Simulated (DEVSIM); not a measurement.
Device: Pt/La2O3/p-Ge capacitor, at 300 K.

```csv
layer (left to right),material,thickness (nm),Na (cm⁻³)
1,La2O3,17.0,-
2,Ge,380,2.4e18
```

Metal gate on the left, work function 5.6 eV. Fixed charge at the semiconductor interface 0 cm⁻² (in units of +e); interface traps 1e11 cm⁻² eV⁻¹, uniform in energy, neutral level at 0.3 of the gap above the valence band.

The device is made up for the run: typed textbook-type constants, with dimensions and the other settings drawn at random. Values at 300 K.

| parameter | La2O3 | Ge |
|---|---|---|
| gap (eV) | 5.8 | 0.664 |
| affinity (eV) | 1.8 | 4 |
| permittivity | 27 | 16 |
| Nc (cm⁻³) | - | 1.04e19 |
| Nv (cm⁻³) | - | 6e18 |

DEVSIM, 1D Poisson equation in equilibrium, Boltzmann statistics, complete ionisation; no quantum confinement or tunnelling. Metal contacts follow the ideal Schottky-Mott rule: no Fermi-level pinning, no interface dipoles.

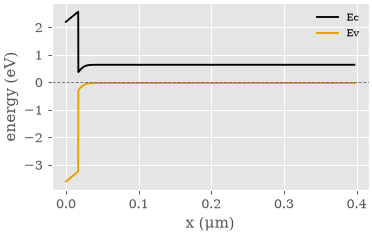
*Band edges at 1.6 V on the gate*

Energies count from the Fermi level of the right contact; mesh points crowd at the junctions.

| x (μm) | Ec (eV) | Ev (eV) | n (cm⁻³) | p (cm⁻³) | field (V/cm) |
|---|---|---|---|---|---|
| 0.000 | 2.200 | -3.600 | < 1e2 | < 1e2 | 220000 |
| 0.001001 | 2.222 | -3.578 | < 1e2 | < 1e2 | 220000 |
| 0.002744 | 2.260 | -3.541 | < 1e2 | < 1e2 | 220000 |
| 0.005989 | 2.330 | -3.470 | < 1e2 | < 1e2 | 220000 |
| 0.01180 | 2.456 | -3.344 | < 1e2 | < 1e2 | 220000 |
| 0.01459 | 2.517 | -3.283 | < 1e2 | < 1e2 | 220000 |
| 0.01625 | 2.553 | -3.247 | < 1e2 | < 1e2 | 220000 |
| 0.01741 | 0.384 | -0.280 | 3.7e12 | 1.2e14 | 350000 |
| 0.01893 | 0.434 | -0.230 | 5.2e11 | 8.4e14 | 310000 |
| 0.02172 | 0.511 | -0.153 | 2.7e10 | 1.6e16 | 240000 |
| 0.02699 | 0.600 | -0.064 | 8.7e8 | 5.0e17 | 100000 |
| 0.04262 | 0.640 | -0.024 | 1.8e8 | 2.4e18 | 1100 |
| 0.06664 | 0.640 | -0.024 | 1.8e8 | 2.4e18 | ≈ 0 |
| 0.1122 | 0.640 | -0.024 | 1.8e8 | 2.4e18 | ≈ 0 |
| 0.2366 | 0.640 | -0.024 | 1.8e8 | 2.4e18 | ≈ 0 |
| 0.3130 | 0.640 | -0.024 | 1.8e8 | 2.4e18 | ≈ 0 |
| 0.3533 | 0.640 | -0.024 | 1.8e8 | 2.4e18 | ≈ 0 |
| 0.3745 | 0.640 | -0.024 | 1.8e8 | 2.4e18 | ≈ 0 |
| 0.3883 | 0.640 | -0.024 | 1.8e8 | 2.4e18 | ≈ 0 |
| 0.3930 | 0.640 | -0.024 | 1.8e8 | 2.4e18 | ≈ 0 |
| 0.3954 | 0.640 | -0.024 | 1.8e8 | 2.4e18 | ≈ 0 |
| 0.3970 | 0.640 | -0.024 | 1.8e8 | 2.4e18 | ≈ 0 |
